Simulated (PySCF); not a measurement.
# B3H12Pb (Pb(BH4)3-): the cost of one run

Program: PySCF 2.14.0. Level of theory: PBE, Pb def2-SVP with ECP60, B def2-SVP, H def2-SVP; scalar-relativistic core potentials, no spin–orbit coupling. These are calculated values, not measurements.

1 further run of the same task is left out (for a known fault of the program).

### 1 The starting structure

16 atoms, charge -1, spin multiplicity 1.

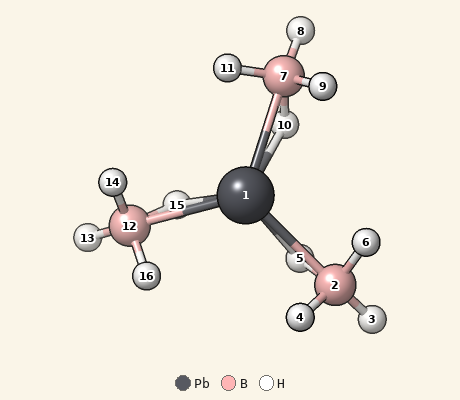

The geometry (lead dark grey, boron pink, hydrogen white); atoms are numbered from 1 in the order of the file.

Coordinates:

| atom | x (Å) | y (Å) | z (Å) |
| --- | --- | --- | --- |
| Pb1 | 0.0000 | 0.0000 | 0.1172 |
| B2 | 2.5550 | 0.0160 | -0.6477 |
| H3 | 3.5361 | 0.0245 | -1.3965 |
| H4 | 2.6022 | -0.9069 | 0.1845 |
| H5 | 1.5882 | -0.1978 | -1.4590 |
| H6 | 2.4044 | 1.1220 | -0.0936 |
| B7 | -1.2913 | 2.2047 | -0.6477 |
| H8 | -1.7892 | 3.0501 | -1.3965 |
| H9 | -0.5157 | 2.7070 | 0.1845 |
| H10 | -0.6228 | 1.4744 | -1.4590 |
| H11 | -2.1739 | 1.5212 | -0.0936 |
| B12 | -1.2637 | -2.2207 | -0.6477 |
| H13 | -1.7469 | -3.0746 | -1.3965 |
| H14 | -2.0865 | -1.8001 | 0.1845 |
| H15 | -0.9654 | -1.2766 | -1.4590 |
| H16 | -0.2305 | -2.6433 | -0.0936 |

Formal oxidation states: Pb +2. An earlier session relaxed this geometry at PBE, Pb def2-SVP with ECP60, B def2-SVP, H def2-SVP (singlet, point group C3).

Its energy there is -274.456239 Eh.

### 2 Atoms moved at random, σ = 0.15 Å

Input file run.py (the lines that set the calculation):

```python
mol = gto.M(atom='''
Pb    -0.03977     0.12721    -0.15328
B      2.42536    -0.10957    -0.53788
H      3.78187     0.20477    -1.27612
H      2.67332    -1.00514     0.09059
H      1.45735    -0.36935    -1.54093
H      2.32622     0.98326    -0.11424
B     -1.10414     2.22866    -0.58613
H     -2.02100     3.36606    -1.28509
H     -0.32399     2.77729    -0.03566
H     -0.80479     1.66001    -1.56608
H     -2.21530     1.37025     0.02041
B     -1.27717    -2.18054    -0.51504
H     -1.81010    -3.34208    -1.29149
H     -1.89458    -1.69553     0.18676
H     -0.98807    -1.40926    -1.32382
H     -0.18527    -2.60601    -0.19167''',
    basis={'Pb': 'def2-SVP', 'B': 'def2-SVP', 'H': 'def2-SVP'},
    ecp={'Pb': 'def2-SVP'},
    charge=-1, spin=0)
mf = dft.RKS(mol, xc='PBE')
mf.grids.atom_grid = (50, 194)
mf = mf.density_fit()  # fitting sets: Pb def2-universal-JKFIT, B def2-universal-JKFIT, H def2-universal-JKFIT
mf.conv_tol = 1e-08; mf.max_cycle = 55
mf.kernel(dm0)  # dm0: the density of the relaxed state
```

Command:

```bash
> OMP_NUM_THREADS=2 python run.py
```

**Question.** How long does this run take on 2 threads of Arm Neoverse V2, shared host?

About 6.7 s.
